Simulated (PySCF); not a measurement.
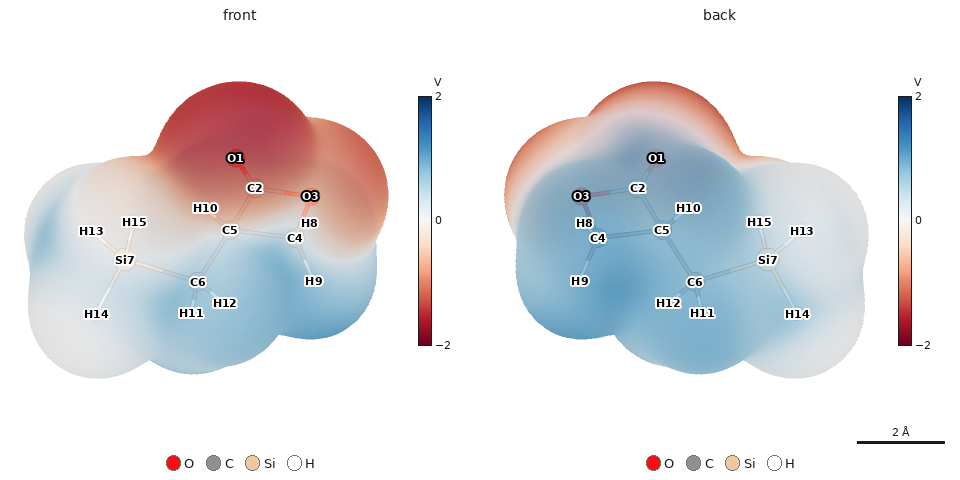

Figure. C$_{4}$H$_{8}$O$_{2}$Si (SMILES O=C1OC[C@H]1C[SiH3]). The electrostatic potential painted on the density surface at 0.001 e/bohr³, seen from the front and from behind; the colour scale runs from red (negative) to blue (positive).

Geometry: GFN2-xTB.

All numbers below come from PBE0/pcSseg-1, SCF density, gas phase, non-relativistic (PySCF 2.14.0).

```yaml
atoms:
  - { symbol: O, position_ang: [0.8905, 1.5223, -1.5151] }
  - { symbol: C, position_ang: [1.2176, 0.7376, -0.6843] }
  - { symbol: O, position_ang: [2.3860, 0.6468, -0.0006] }
  - { symbol: C, position_ang: [1.9215, -0.4760, 0.7715] }
  - { symbol: C, position_ang: [0.5761, -0.4448, 0.0188] }
  - { symbol: C, position_ang: [-0.6807, -0.1340, 0.8081] }
  - { symbol: Si, position_ang: [-2.1624, 0.2731, -0.3302] }
  - { symbol: H, position_ang: [2.5554, -1.3492, 0.6143] }
  - { symbol: H, position_ang: [1.8743, -0.2256, 1.8322] }
  - { symbol: H, position_ang: [0.4218, -1.2988, -0.6423] }
  - { symbol: H, position_ang: [-0.9161, -0.9916, 1.4417] }
  - { symbol: H, position_ang: [-0.4860, 0.7082, 1.4746] }
  - { symbol: H, position_ang: [-2.3648, -0.8818, -1.2093] }
  - { symbol: H, position_ang: [-3.3248, 0.4340, 0.5469] }
  - { symbol: H, position_ang: [-1.9128, 1.4879, -1.0908] }
```

Where is the surface potential most negative and most positive?

The most negative region (about −1.6 V) lies over O1, the most positive (about +1.1 V) over C4 and H8. O1 is the likeliest acceptor of a hydrogen bond.

How polar is the molecule by this calculation?

Its dipole moment is 4.11 D.
